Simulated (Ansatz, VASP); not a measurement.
# Cross-check of GaP between VASP and Ansatz

One calculation is typed for both programs; each brings its own data sets and cutoff. How far apart do they land?

Main program and level: Ansatz 0.2.0; plane waves, with VASP 6.6.1 beside it; band structure at HSE06 and band structure at PBE0.

## 1. The starting structure

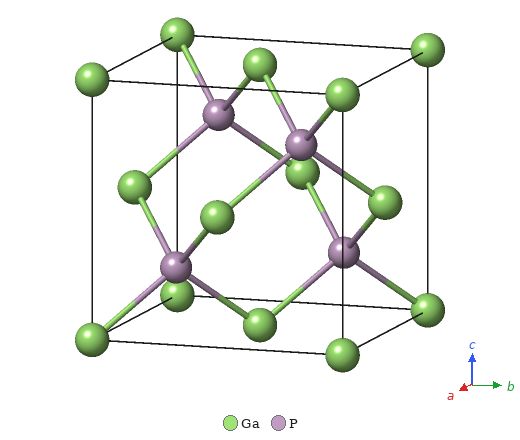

The starting structure, seen slightly off an axis (gallium green, phosphorus pink). This picture shows the conventional cell, with its axes. Bonds to atoms that aren't drawn are left out. Some periodic images of atoms are drawn too.

## 2. Ansatz: band structure, HSE06

Ansatz runs on its default PAW (the set named soft_2) files.

The same path points are solved in both programs, so levels can be compared one by one.

input.yaml reads:

```yaml
crystal:
  lattice:
    - [0.0, 2.72525, 2.72525]
    - [2.72525, 0.0, 2.72525]
    - [2.72525, 2.72525, 0.0]
  atoms:
    - { symbol: Ga, position: [0.0, 0.0, 0.0] }
    - { symbol: P, position: [0.25, 0.25, 0.25] }
hamiltonian:
  xc: { exchange: pbe, correlation: pbe, exx: { coeff: 0.25, omega: 0.2 } }
  pseudopotentials: { kind: paw }
kpoints:
  mp_grid: { grid: [4, 4, 4] }
  band_path:
    path:
      - [0.0, 0.0, 0.0]
      - [0.4, 0.0, 0.4]
      - [0.5, 0.0, 0.5]
      - [0.5, 0.2, 0.7]
      - [0.4, 0.35, 0.75]
      - [0.15, 0.15, 0.3]
      - [0.2, 0.2, 0.2]
      - [0.55, 0.4, 0.55]
      - [0.6, 0.25, 0.65]
      - [0.5, 0.25, 0.75]
      - [0.5, 0.5, 0.5]
      - [0.375, 0.375, 0.75]
      - [0.5, 0.0, 0.5]
    npoints: 1
scf:
  occupations: { method: gaussian, width: 0.02 }
  n_extra_bands: 7
output:
  forces: true
  stress: true
  eigenvalues: true
```

The run is started by

```console
ansatz run input.yaml --threads 4 --pin off --max-ram 9216MiB --backend cpu --events-out ev --progress --plain --runs-dir out
```

Numbers of over 12 decimals in the logs are rounded to 6 here.

The program printed:

```text
Warning: output.stress: scf.convergence.dr2_threshold = 1e-7 eV (the SCF's general default) is looser than the 2e-10 eV advised for a printed stress (1e-10 eV for each atom of the cell: 2). What an SCF threshold leaves in a stress goes as its square root, and in the free energy as the threshold itself, and one threshold admits the most on a small cell: [figures from the program's tests cut] Set scf.convergence.dr2_threshold to 2e-10 eV or tighter. The threshold is an SCF's pass mark: one that does not reach it within its budget of iterations ends unconverged, or closes short of it on a stop that the run arms, and scf.convergence.dr2_threshold's page says what that costs each kind of run
Warning: output.stress: scf.exx.energy_threshold = 1e-6 eV is looser than the 2e-8 eV advised for a stress under a hybrid functional (1e-8 eV for each atom of the cell: 2). Every SCF of the exchange loop can meet its threshold on dr2 while the loop round them stops early: no threshold on dr2 bounds what that leaves in the stress. Set scf.exx.energy_threshold to 2e-8 eV or tighter. The threshold is the loop's pass mark: a loop that does not reach it within its budget of cycles ends unconverged, and scf.exx.energy_threshold's page has the law
scf.n_extra_bands = 7 over 9 filled bands (N_el = 18.0): the run solves 16 bands
Engine: ansatz 0.2.0, x86_64-unknown-linux-gnu
Pseudopotentials: kind: paw
Pseudopotential: Ga, paw, valence charge 13, recommended cutoff 420 eV (normal), Ga.paw.azcp
Pseudopotential: P, paw, valence charge 5, recommended cutoff 420 eV (normal), P.paw.azcp
Functional definition: unnamed
  parameter a_1 = 0.25
  parameter omega_1 = 0.2/angstrom
  exchange = pbe_x + (-a_1)*pbe_x_sr(omega_1) + a_1*exact_x_sr(omega_1)
  correlation = pbe_c
Crystal: 2 atoms, lattice volume = 40.481 Å³
Basis set: ecut = 420 eV, 749 PW (Γ), exchange–correlation on 54×54×54 points (8 copies of the dense FFT grid, shifted against one another)
Bands: 16, of which v1, the nominal top of the filled ones, is band 9 counted from 1 (8 counted from 0)
Symmetry: 24 space group operations
Space group: F-43m (ITA 216), of the structure as read, at distance tolerance 3.4e-5 Å
k-points: 8 of 64 (time reversal used)
Non-local potential: Ga, projectors of the file, l = 0: 2, l = 1: 2, l = 2: 3, l = 3: 1
Non-local potential: P, projectors of the file, l = 0: 2, l = 1: 2, l = 2: 2
PAW form: soft (Blöchl's): semilocal exchange-correlation on the pseudo side does not see the compensation charge
PAW frozen core: Ga, regenerated for the run's functional, and the local potential with it (the file was generated under x = pbe(κ = 0.804, μ = 0.219515), c = pbe(β = 0.066725))
PAW frozen core: P, regenerated for the run's functional, and the local potential with it (the file was generated under x = pbe(κ = 0.804, μ = 0.219515), c = pbe(β = 0.066725))
PAW one-centre angular grid: Ga, 590 points (default); XC on 64 Gauss nodes
PAW one-centre angular grid: P, 110 points (default); XC on 64 Gauss nodes
Initial density: superposition of atomic densities (neutral atoms: chi_scale 0, normalization atom), corrected by the library's trained network
Initial wavefunctions: pseudopotential atomic-orbital guess
Functional: x = pbe(κ = 0.804, μ = 0.219515), c = pbe(β = 0.066725), warm-up for x = pbe(κ = 0.804, μ = 0.219515) + 0.25 (exact − pbe) at short range (hse, ω = 0.2 Å⁻¹), c = pbe(β = 0.066725)
SCF iter   1: F=—  HF=-4539.406207 eV  |F-HF|=—  |Δ(HF+E_count)|=         —  Δρ=1.17e-3  dr2=2.97e-4  ethr=1.77e-3  ⟨swp⟩=11.8  Hψ=633  notcnv=0
preconditioner: auto → none  [insulator: Δε(μ)=1.635 eV  Ē_g=18.063 eV  σ=0.020 eV  W_gap=1.00  n_scr=14 (ndim 8)  ℏωp=24.8 eV  f_vac=0.011  D(μ)=0.00/eV (n_scr^D=0)]
SCF iter   2: F=-4539.406417 eV  HF=-4539.406379 eV  |F-HF|=3.88e-5  |Δ(HF+E_count)|=   1.72e-4  Δρ=4.54e-4  dr2=3.69e-5  ethr=1.65e-6  ⟨swp⟩=4.6  Hψ=399  notcnv=0  defer=3
SCF 1 stopped early in 2 iterations: F = -4539.406417 eV  dr2 = 3.69e-5
  greatest PAW one-centre occupation: 0.994 electrons in one spin orbital (limit 2), on the Ga atom at site 0 (counted from 0), in its partial waves of l = 2
Initial density: handed on by an earlier stage of this run
Initial wavefunctions: those handed on with the density
Functional: x = pbe(κ = 0.804, μ = 0.219515) + 0.25 (exact − pbe) at short range (hse, ω = 0.2 Å⁻¹), c = pbe(β = 0.066725)
Exchange kernel: α = 0.2500, screened, ω = 0.2000 Å⁻¹, Wigner–Seitz truncation, v(0) = 1095.2650 eV·Å³, q-mesh 4×4×4, nearest image of the exchange supercell L = 15.42 Å, pair-density grid 15×15×15, without the augmentation charges, whose exchange is taken in its separable form by FFT convolution over the k-point mesh (sized by the pseudopotential files, 24×24×24 at the most), smooth part of the exact exchange by density-matrix convolution
Frozen-core exchange: fock
SCF iter   1: F=—  HF=-4540.498177 eV  |F-HF|=—  |Δ(HF+E_count)|=         —  Δρ=1.33e-2  dr2=2.86e-2  ethr=2.05e-6  ⟨swp⟩=6.2  Hψ=616  notcnv=0
preconditioner: auto → none  [insulator: Δε(μ)=2.306 eV  Ē_g=21.024 eV  σ=0.020 eV  W_gap=1.00  n_scr=14 (ndim 8)  ℏωp=24.8 eV  f_vac=0.013  D(μ)=0.00/eV (n_scr^D=0)]
SCF iter   2: F=—  HF=-4540.484193 eV  |F-HF|=—  |Δ(HF+E_count)|=   1.40e-2  Δρ=2.70e-3  dr2=2.49e-3  ethr=2.05e-6  ⟨swp⟩=4.1  Hψ=452  notcnv=0
SCF iter   3: F=—  HF=-4540.490032 eV  |F-HF|=—  |Δ(HF+E_count)|=   5.84e-3  Δρ=3.22e-3  dr2=1.50e-3  ethr=2.05e-6  ⟨swp⟩=4.1  Hψ=392  notcnv=0
SCF iter   4: F=—  HF=-4540.489883 eV  |F-HF|=—  |Δ(HF+E_count)|=   1.49e-4  Δρ=1.18e-3  dr2=2.80e-4  ethr=2.05e-6  ⟨swp⟩=3.0  Hψ=244  notcnv=0
iter 5 solved again at ethr=2.18e-8 eV; its pass at ethr=1.01e-6 eV (dr2=3.93e-6 eV) is discarded
SCF iter   5: F=—  HF=-4540.489890 eV  |F-HF|=—  |Δ(HF+E_count)|=   6.91e-6  Δρ=9.88e-5  dr2=1.22e-5  ethr=2.18e-8  ⟨swp⟩=3.1  Hψ=431  notcnv=0
SCF iter   6: F=—  HF=-4540.490048 eV  |F-HF|=—  |Δ(HF+E_count)|=   1.59e-4  Δρ=2.04e-4  dr2=7.58e-6  ethr=2.05e-8  ⟨swp⟩=4.2  Hψ=352  notcnv=0  defer=1
SCF iter   7: F=-4540.490041 eV  HF=-4540.490041 eV  |F-HF|=9.40e-9  |Δ(HF+E_count)|=   7.06e-6  Δρ=8.34e-6  dr2=6.27e-8  ethr=2.05e-8  ⟨swp⟩=4.0  Hψ=308  notcnv=0
SCF 2 converged in 7 iterations: F = -4540.490041 eV  dr2 = 6.27e-8
  greatest PAW one-centre occupation: 0.995 electrons in one spin orbital (limit 2), on the Ga atom at site 0 (counted from 0), in its partial waves of l = 2
hybrid outer 1: dexx = +7.285e-3 eV, tail = 2.05e-5 eV
Exchange kernel: α = 0.2500, screened, ω = 0.2000 Å⁻¹, Wigner–Seitz truncation, v(0) = 1095.2650 eV·Å³, q-mesh 4×4×4, nearest image of the exchange supercell L = 15.42 Å, pair-density grid 15×15×15, without the augmentation charges, whose exchange is taken in its separable form by FFT convolution over the k-point mesh (sized by the pseudopotential files, 24×24×24 at the most), smooth part of the exact exchange by density-matrix convolution
Frozen-core exchange: fock
SCF iter   1: F=—  HF=-4540.489893 eV  |F-HF|=—  |Δ(HF+E_count)|=         —  Δρ=5.07e-5  dr2=1.50e-6  ethr=5.70e-7  ⟨swp⟩=4.4  Hψ=318  notcnv=0
preconditioner: auto → none  [insulator: Δε(μ)=2.322 eV  Ē_g=20.829 eV  σ=0.020 eV  W_gap=1.00  n_scr=14 (ndim 8)  ℏωp=24.8 eV  f_vac=0.013  D(μ)=0.00/eV (n_scr^D=0)]
SCF iter   2: F=—  HF=-4540.489893 eV  |F-HF|=—  |Δ(HF+E_count)|=   3.70e-7  Δρ=1.40e-5  dr2=1.18e-7  ethr=8.00e-9  ⟨swp⟩=3.6  Hψ=256  notcnv=0
SCF iter   3: F=—  HF=-4540.489893 eV  |F-HF|=—  |Δ(HF+E_count)|=   4.54e-7  Δρ=1.02e-5  dr2=4.47e-8  ethr=2.41e-10  ⟨swp⟩=4.0  Hψ=320  notcnv=0  defer=2
SCF iter   4: F=-4540.489893 eV  HF=-4540.489893 eV  |F-HF|=2.87e-9  |Δ(HF+E_count)|=   1.15e-8  Δρ=7.87e-7  dr2=1.55e-9  ethr=2.22e-10  ⟨swp⟩=2.9  Hψ=220  notcnv=0
SCF 3 converged in 4 iterations: F = -4540.489893 eV  dr2 = 1.55e-9
  Residual-converged pass: ⟨swp⟩=3.0  Hψ=242  notcnv=0  max |occ|·‖R‖ = 2.2e-6 eV (tolerance 2.4e-6 eV)  dr2=1.55e-9  dr2_onsite=3.98e-9  max |Δocc| = 0.0e0
hybrid outer 2: dexx = +4.556e-7 eV, tail = 2.10e-8 eV, Δε = 2.62e-3 eV (about 9.59e-5 eV left of the loop's levels)
NSCF: frozen V_eff on 13 k-points
hybrid SCF converged: 2 outer / 11 inner (+2 warm-up), last move |dexx| = 4.56e-7 eV, tail = 2.10e-8 eV
Stability not checked: this state was not tested for a lower state beside it, because the functional holds exact exchange (a hybrid, or Hartree-Fock), whose exchange loop this test does not read (fock_operator; see scf.lower_state_search)
Free energy (F): -4540.489893 eV
Frozen-core exchange: fock
Harris-Foulkes:  -4540.489893 eV  (|F-HF|=2.87e-9)
Internal energy: -4540.489893 eV  (E = F + TS)
E sigma→0 (E₀):  -4540.489893 eV
Fermi energy:    7.816878 eV
--- Per-component energies (eV) ---
  E_band       = -95.597302
  E_kinetic    = 185.754081
  E_local      = -2204.584989  (includes V_loc(G=0)·N_el)
  E_nonlocal   = 460.178674
  E_hartree    = 1023.045104
  E_xc         = -105.507205
  E_vxc        = -95.745072  (∫ρ·V_xc dr)
  E_exx        = -56.593020  (= α·E_x^exact, valence–valence)
  E_paw        = -2530.175060  (= ΣΔE_a)
  E_vpaw       = -374.103509  (= ΣTr[D̂ρ^β])
  E_aug_tail   = -0.000107  (compensation charges beyond the density's cutoff)
  E_ewald      = -1312.644944
  E_core_change = 0.037573  (= ΣΔE_core)
  E_smearing   = -0.000000  (= −TS)
  E_closure    = -0.000002  (closes the sum)
  Σ components = -4540.489893   (vs F -4540.489893, Δ=0.00e0)
--- Forces (eV/Å), atoms counted from 1 ---
  atom   1  Ga     0.00000000    -0.00000000     0.00000000
  atom   2  P     -0.00000000     0.00000000     0.00000000
  max |Σ_I F_I| component: 1.48e-16 eV/Å
--- Stress (GPa, compression-positive) ---
        1.128551      -0.000000      -0.000000
       -0.000000       1.128551       0.000000
       -0.000000       0.000000       1.128551
  P = ⅓ Tr σ = 1.1286 GPa (11.286 kbar)
--- Band table (eV; the first three rows and the last of 8) ---
  k-point 0: bands = [... 5 lower, -7.1106, 6.6556, 6.6556, 6.6556, 9.5180, 11.4494, 11.4494, 11.4494, ... 3 higher]
  k-point 1: bands = [... 5 lower, -6.2769, 2.4982, 5.9465, 5.9465, 9.7405, 12.3576, 12.3576, 14.1033, ... 3 higher]
  k-point 2: bands = [... 5 lower, -4.8804, -0.5749, 5.4417, 5.4417, 9.2135, 12.2923, 12.2923, 15.9367, ... 3 higher]
  k-point 7: bands = [... 5 lower, -3.8049, -0.4269, 2.7689, 2.9694, 12.1899, 12.6660, 13.7208, 13.8168, ... 3 higher]
```

Elapsed: 10 s, on 4 threads of AMD EPYC 7R13 (Zen 3), shared host; peak memory 0.63 GiB.

## 3. VASP: band structure, HSE06

The same cell, functional, mesh and smearing now go to VASP, with its own data sets and cutoff.

Lines of VASP's logs that name or quote its potential files are left out, and so is its time.

INCAR reads:

```
SYSTEM = GaP
PREC = Accurate
ENCUT = 400
EDIFF = 1E-06
NELM = 100
ISMEAR = 0
SIGMA = 0.02
LREAL = .FALSE.
ALGO = Normal
LHFCALC = .TRUE.
AEXX = 0.25
GGA = PE
HFSCREEN = 0.2
LASPH = .TRUE.
NBANDS = 15
PRECFOCK = Fast
LORBIT = 11
LWAVE = .FALSE.
LCHARG = .FALSE.
KPAR = 4
```

POSCAR reads:

```
GaP
1.0
    0.0000000000      2.7252500000      2.7252500000
    2.7252500000      0.0000000000      2.7252500000
    2.7252500000      2.7252500000      0.0000000000
Ga P
1 1
Direct
    0.0000000000      0.0000000000      0.0000000000
    0.2500000000      0.2500000000      0.2500000000
```

KPOINTS reads:

```
Automatic mesh
0
Gamma
4 4 4
0 0 0
```

KPOINTS_OPT reads:

```
Line mode
6
Line-mode
Reciprocal
  0.00000000   0.00000000   0.00000000 GAMMA
  0.50000000   0.00000000   0.50000000 X

  0.50000000   0.00000000   0.50000000 X
  0.50000000   0.25000000   0.75000000 W

  0.50000000   0.25000000   0.75000000 W
  0.37500000   0.37500000   0.75000000 K

  0.37500000   0.37500000   0.75000000 K
  0.00000000   0.00000000   0.00000000 GAMMA

  0.00000000   0.00000000   0.00000000 GAMMA
  0.50000000   0.50000000   0.50000000 L

  0.50000000   0.50000000   0.50000000 L
  0.62500000   0.25000000   0.62500000 U

  0.62500000   0.25000000   0.62500000 U
  0.50000000   0.25000000   0.75000000 W

  0.50000000   0.25000000   0.75000000 W
  0.50000000   0.50000000   0.50000000 L

  0.50000000   0.50000000   0.50000000 L
  0.37500000   0.37500000   0.75000000 K

  0.62500000   0.25000000   0.62500000 U
  0.50000000   0.00000000   0.50000000 X
```

The projector-augmented-wave data sets are Ga_d and P (PBE family, release 64).

The run is started by

```console
mpirun -np 4 vasp_std
```

The program printed:

```text
[banner, memory and clock lines left out]
running    4 mpi-ranks, on    1 nodes
 distrk:  each k-point on    1 cores,    4 groups
 distr:  one band on    1 cores,    1 groups

 POSCAR found type information on POSCAR GaP
 POSCAR found :  2 types and       2 ions
 LDA part: xc-table for (Slater+PW92), standard interpolation
 found WAVECAR, reading the header
 POSCAR, INCAR and KPOINTS ok, starting setup
 FFT: planning ... GRIDC
 FFT: planning ... GRID_SOFT
 FFT: planning ... GRID
 reading WAVECAR
 the WAVECAR file was read successfully
 initial charge from wavefunction
 entering main loop
       N       E                     dE             d eps       ncg     rms          rms(c)
DAV:   1    -0.107027745760E+02   -0.10703E+02   -0.52908E-01   335   0.166E+01    0.131E+00
DAV:   2    -0.106975441278E+02    0.52304E-02   -0.55043E-02   337   0.379E+00    0.108E+00
DAV:   3    -0.106960252117E+02    0.15189E-02   -0.58704E-03   310   0.140E+00    0.630E-01
DAV:   4    -0.106957634534E+02    0.26176E-03   -0.93192E-04   320   0.330E-01    0.337E-01
DAV:   5    -0.106956800806E+02    0.83373E-04   -0.10119E-04   261   0.823E-02    0.192E-01
DAV:   6    -0.106956568819E+02    0.23199E-04   -0.20206E-05   290   0.383E-02    0.107E-01
DAV:   7    -0.106956483183E+02    0.85637E-05   -0.31903E-06   275   0.167E-02    0.598E-02
DAV:   8    -0.106956448201E+02    0.34982E-05   -0.92385E-07   190   0.828E-03    0.332E-02
DAV:   9    -0.106956434742E+02    0.13458E-05   -0.49034E-07   120   0.560E-03    0.172E-02
DAV:  10    -0.106956429980E+02    0.47620E-06   -0.18914E-07   120   0.348E-03
   1 F= -.10695643E+02 E0= -.10695643E+02  d E =-.154640E-28
 Start KPOINTS_OPT (optional k-point list driver)
k-point batch [1-8\60]
       N       E                     dE             ncg
DAV:   1    -0.302540610513E+03   -0.30875E+04      248
DAV:   2    -0.102554438010E+04   -0.72300E+03      254
DAV:   3    -0.108174723929E+04   -0.56203E+02      303
DAV:   4    -0.108310022872E+04   -0.13530E+01      310
DAV:   5    -0.108312392656E+04   -0.23698E-01      338
DAV:   6    -0.108312466822E+04   -0.74166E-03      379
DAV:   7    -0.108312468465E+04   -0.16428E-04      323
DAV:   8    -0.108312468555E+04   -0.90319E-06      291
[...]
k-point batch [57-60\60]
       N       E                     dE             ncg
DAV:   1     0.225552706867E+04   -0.26256E+04      120
DAV:   2     0.189520755389E+04   -0.36032E+03      127
DAV:   3     0.187023200082E+04   -0.24976E+02      148
DAV:   4     0.186970329987E+04   -0.52870E+00      169
DAV:   5     0.186969379190E+04   -0.95080E-02      177
DAV:   6     0.186969344335E+04   -0.34855E-03      193
DAV:   7     0.186969343972E+04   -0.36265E-05      176
DAV:   8     0.186969343969E+04   -0.30181E-07      144
```

From OUTCAR (step 3):

```text
ion  position               nearest neighbor table
   1  0.000  0.000  0.000-   2 2.36   2 2.36   2 2.36   2 2.36
   2  0.250  0.250  0.250-   1 2.36   1 2.36   1 2.36   1 2.36

  LATTYP: Found a face centered cubic cell.
 ALAT       =     5.4505000000

 Subroutine GETGRP returns: Found 24 space group operations
 (whereof 24 operations were pure point group operations)

The static configuration has the point symmetry T_d .

 Found      8 irreducible k-points:

   k-points           NKPTS =      8   k-points in BZ     NKDIM =     64   number of bands    NBANDS=     15

   dimension x,y,z NGX =    28 NGY =   28 NGZ =   28
   dimension x,y,z NGXF=    56 NGYF=   56 NGZF=   56

   ENCUT  =  400.0 eV  29.40 Ry    5.42 a.u.   6.29  6.29  6.29*2*pi/ulx,y,z

   NELECT =      18.0000    total number of electrons

 k-points in reciprocal lattice and weights: Automatic mesh
   0.00000000  0.00000000  0.00000000       0.016
   0.25000000  0.00000000  0.00000000       0.125
   0.50000000  0.00000000  0.00000000       0.062
   0.25000000  0.25000000  0.00000000       0.094
   0.50000000  0.25000000  0.00000000       0.375
  -0.25000000  0.25000000  0.00000000       0.188
   0.50000000  0.50000000  0.00000000       0.047
  -0.25000000  0.50000000  0.25000000       0.094

  exchange ACFDT corr.  =         0.00000000  see jH, gK, PRB 81, 115126

 average (electrostatic) potential at core
       1 -58.3509       2 -79.7711

 E-fermi :   4.3717

 k-point     1 :       0.0000    0.0000    0.0000
  band No.  band energies     occupation
    ...
      5     -12.7534      2.00000
      6      -9.5480      2.00000
      7       4.2183      2.00000
      8       4.2183      2.00000
      9       4.2183      2.00000
     10       7.0772      0.00000
     11       9.0165      0.00000
     12       9.0165      0.00000
     13       9.0165      0.00000
     14      14.1173      0.00000
    ...

 k-point     2 :       0.2500    0.0000    0.0000
  band No.  band energies     occupation
    ...
      5     -12.7528      2.00000
      6      -8.7135      2.00000
      7       0.0626      2.00000
      8       3.5099      2.00000
      9       3.5099      2.00000
     10       7.3025      0.00000
     11       9.9268      0.00000
     12       9.9268      0.00000
     13      11.6711      0.00000
     14      14.2685      0.00000
    ...

 k-point     3 :       0.5000    0.0000    0.0000
  band No.  band energies     occupation
    ...
      5     -12.7483      2.00000
      6      -7.3176      2.00000
      7      -3.0080      2.00000
      8       3.0058      2.00000
      9       3.0058      2.00000
     10       6.7750      0.00000
     11       9.8628      0.00000
     12       9.8628      0.00000
     13      13.5114      0.00000
     14      16.4171      0.00000
    ...

  energy-cutoff  :      400.00
  volume of cell :       40.48
      direct lattice vectors                 reciprocal lattice vectors
     0.000000000  2.725250000  2.725250000    -0.183469406  0.183469406  0.183469406
     2.725250000  0.000000000  2.725250000     0.183469406 -0.183469406  0.183469406
     2.725250000  2.725250000  0.000000000     0.183469406  0.183469406 -0.183469406

 POSITION                                       TOTAL-FORCE (eV/Angst)
 -----------------------------------------------------------------------------------
      0.00000      0.00000      0.00000        -0.000000     -0.000000     -0.000000
      1.36262      1.36262      1.36262         0.000000      0.000000      0.000000
 -----------------------------------------------------------------------------------
    total drift:                               -0.000032     -0.000038     -0.000017

  FREE ENERGIE OF THE ION-ELECTRON SYSTEM (eV)
  ---------------------------------------------------
  free  energy   TOTEN  =       -10.6956429980 eV

  energy  without entropy=      -10.6956429980  energy(sigma->0) =      -10.69564300

 total charge
# of ion       s       p       d       tot
------------------------------------------
    1        0.814   0.858  10.031  11.703
    2        1.004   1.566   0.000   2.570
--------------------------------------------------
tot          1.818   2.424  10.031  14.272

[... 3 further parts left out ...]
```

[end of part 1 of 2]

[Lines on the potential files, build, host, timing and source positions are cut from VASP's logs without a mark.]

[Logs are printed without paths, hosts, clocks, repeated set-up lines and the standing remarks that a program may print on its own settings, such as how far it seeks lower states.]

[Hosts, paths, dates, database ids (printed as entryN), source tags and the programs' standing remarks are cut or masked in the printed files.]
